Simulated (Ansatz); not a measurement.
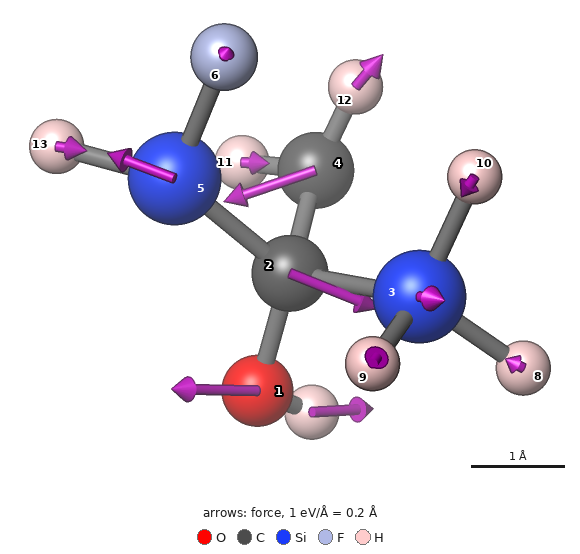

Starting geometry of C₂H₇FOSi₂ with the computed forces as purple arrows. The picture is a ball-and-stick view, seen from a free direction.

The run prepares the start of a later molecular dynamics calculation, from a guessed geometry.

The calculation used RKS PBE0/STO-3G in Ansatz.

The input:
```yaml
crystal:
  periodic: [false, false, false]
  atoms:
    - { symbol: O, position_ang: [-1.3145, -1.4212, -0.2148] }
    - { symbol: C, position_ang: [-0.387, -0.313, -0.0731] }
    - { symbol: Si, position_ang: [1.146, -0.876, 0.9248] }
    - { symbol: C, position_ang: [-0.0265, 0.399, -1.3447] }
    - { symbol: Si, position_ang: [-0.942, 1.2467, 0.568] }
    - { symbol: F, position_ang: [0.2176, 2.3519, 0.8353] }
    - { symbol: H, position_ang: [-1.0677, -1.996, -0.926] }
    - { symbol: H, position_ang: [1.7108, -2.1364, 0.3521] }
    - { symbol: H, position_ang: [0.7959, -1.0961, 2.3959] }
    - { symbol: H, position_ang: [2.2669, 0.133, 0.8958] }
    - { symbol: H, position_ang: [-0.9427, 0.6524, -1.9678] }
    - { symbol: H, position_ang: [0.7527, 1.0878, -1.412] }
    - { symbol: H, position_ang: [-2.1888, 1.9332, -0.0185] }
basis:
  gaussian: { orbitals: STO-3G }
hamiltonian:
  xc: pbe0
relax:
  f_tol: 0.02
  max_steps: 40
scf:
  lower_state_search: "off"
```

Run as
```bash
ansatz run input.yaml --threads 1 --pin off --max-ram 2048MiB --backend cpu --events-out ev --progress --plain --runs-dir out
```

**Is this structure relaxed? If not, where do the atoms go?**

It isn't relaxed: the largest force vector, on O1, is 6.15 eV/Å. The final displacements have little in common with the starting forces (cosine between the two patterns 0.23). Si5 moves most after the best rigid fit: 0.45 Å. Largest moves by element: Si 0.45 Å, F 0.39 Å, H 0.36 Å, C 0.27 Å, O 0.24 Å. Some distances before and after: C4–Si5 2.284 → 1.825 Å, Si5–H13 1.539 → 1.444 Å, C2–C4 1.501 → 1.595 Å, Si3–H9 1.528 → 1.444 Å. New bonds form: C4–Si5 (2.28 → 1.83 Å). Among the angles between lasting bonds that change: C4–C2–Si5 88.0° → 63.5°, Si3–C2–Si5 108.7° → 120.6°, C2–O1–H7 111.7° → 102.2°. After 12 geometry steps the energy has fallen by 3.069 eV. Largest force component: 5.3 eV/Å at the start, 0.013 eV/Å at the end. The run took 22 s on 1 thread of Intel(R) Xeon(R) 6975P-C (Granite Rapids) (shared host), peak memory 0.15 GiB.

Limits of the set-up: STO-3G is a minimal basis, so the numbers are rough.
